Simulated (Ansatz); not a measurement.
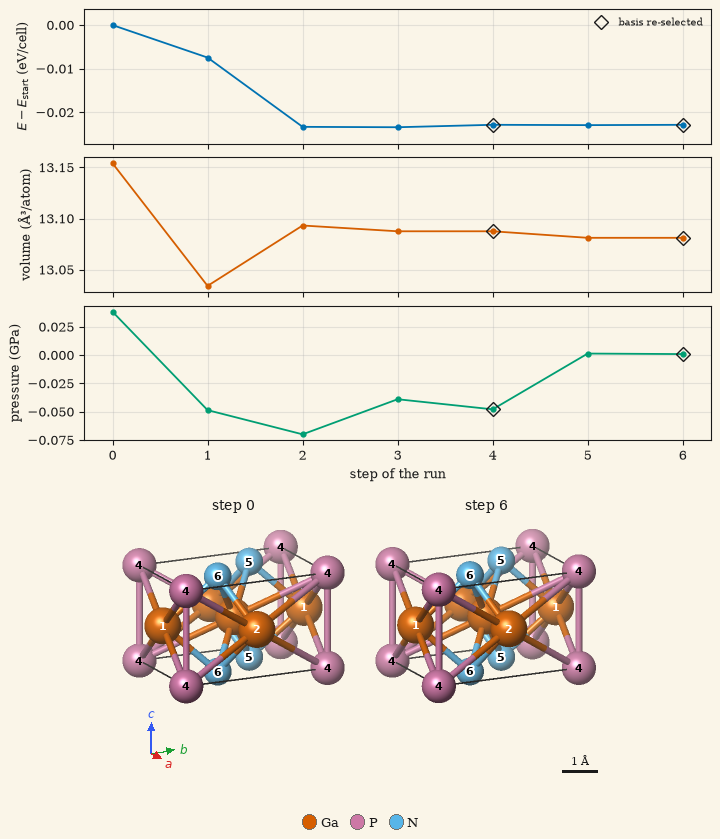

First and last geometry of a relaxation of crystalline Ga$_{3}$PN$_{2}$ (a generated structure, set up in P6/mmm), with the history of the run. A ball-and-stick model of the cell of the calculation, seen slightly off an axis.

The calculation used DFT PBE, scalar-relativistic, plane waves, PAW (Ansatz). (plane-wave cutoff 420 eV; k-point mesh 12 × 12 × 14; occupations gaussian; smearing width 0.1 eV; no spin polarisation; cell and atoms relaxed; force threshold 0.01 eV/Å; at most 80 steps)

Q: Did the run converge, and what did it change?

A: It converged. Over 4 accepted moves (6 points after the start) the energy falls by 22.9 meV per cell of the calculation. All forces vanish by symmetry, so only the cell relaxes. The pressure goes from 0.04 to 0.00 GPa. At 2 points the geometry stayed and the basis and grid were re-selected for the new cell (energy shift of 0.6 meV per cell of the calculation at most each time). The atoms keep their places relative to the cell (all moves are under 0.005 Å). The drawn cell changes as follows: a = b 5.704 → 5.654 Å (−0.9 %), c 2.801 → 2.835 Å (+1.2 %); the volume changes by −0.6 %. Some distances before and after: P–P 2.801 → 2.835 Å, Ga–P 3.177 → 3.162 Å. The space group stays P6/mmm (No. 191). Cost: 110 s on 1 thread of AMD EPYC 7R43 64-Core Processor (Zen 3), with other jobs on the host, peak memory 0.64 GiB.
